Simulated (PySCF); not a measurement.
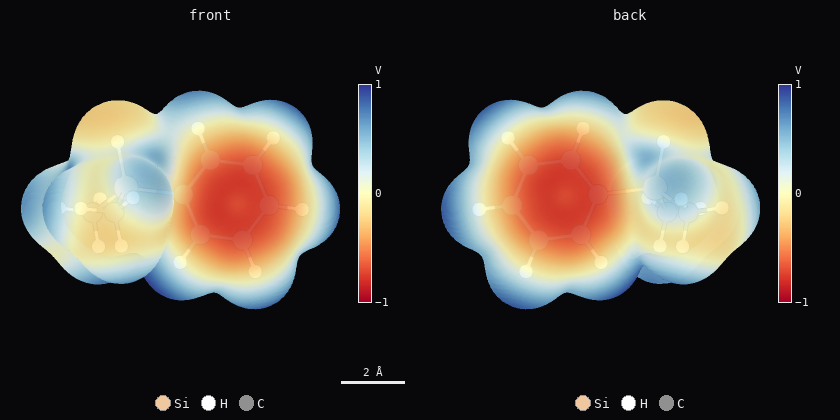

C₈H₁₂Si (SMILES [H][Si](C)(C)c1ccccc1). The molecular electrostatic potential painted on the density surface at 0.002 e/bohr³, seen from the front and from behind; the colour scale runs from red (negative) to blue (positive).

Geometry: PBE0-D3(BJ)/def2-SVP.

Computed with PBE0/pcSseg-1, SCF density, gas phase, non-relativistic in PySCF.

```yaml
atoms:
  - { symbol: Si, position_ang: [0.6777, 1.1739, 0.8034] }
  - { symbol: H, position_ang: [0.6792, 1.1257, 2.3019] }
  - { symbol: C, position_ang: [2.4477, 1.1935, 0.1682] }
  - { symbol: H, position_ang: [2.9958, 2.0702, 0.5475] }
  - { symbol: H, position_ang: [2.4677, 1.2341, -0.9326] }
  - { symbol: H, position_ang: [2.9882, 0.2876, 0.4824] }
  - { symbol: C, position_ang: [-0.2349, 2.7134, 0.2238] }
  - { symbol: H, position_ang: [-0.2761, 2.7474, -0.8766] }
  - { symbol: H, position_ang: [0.2661, 3.6298, 0.5736] }
  - { symbol: H, position_ang: [-1.2693, 2.7213, 0.6000] }
  - { symbol: C, position_ang: [-0.2117, -0.3725, 0.1967] }
  - { symbol: C, position_ang: [-0.2983, -0.6560, -1.1760] }
  - { symbol: C, position_ang: [-0.9595, -1.7914, -1.6396] }
  - { symbol: C, position_ang: [-1.5502, -2.6716, -0.7327] }
  - { symbol: C, position_ang: [-1.4759, -2.4095, 0.6340] }
  - { symbol: C, position_ang: [-0.8124, -1.2707, 1.0909] }
  - { symbol: H, position_ang: [0.1595, 0.0217, -1.9044] }
  - { symbol: H, position_ang: [-1.0144, -1.9924, -2.7126] }
  - { symbol: H, position_ang: [-2.0687, -3.5635, -1.0932] }
  - { symbol: H, position_ang: [-1.9366, -3.0962, 1.3487] }
  - { symbol: H, position_ang: [-0.7603, -1.0788, 2.1669] }
```

Which sites attract a positive test charge, and which a negative one?

A positive charge is drawn to the negative regions and a negative charge to the positive ones. The most negative region (about −0.8 V, or −18 kcal/mol for a unit charge) lies over the π face of the C atoms, the most positive (about +0.9 V, or +21 kcal/mol for a unit charge) over Si1 and H17.
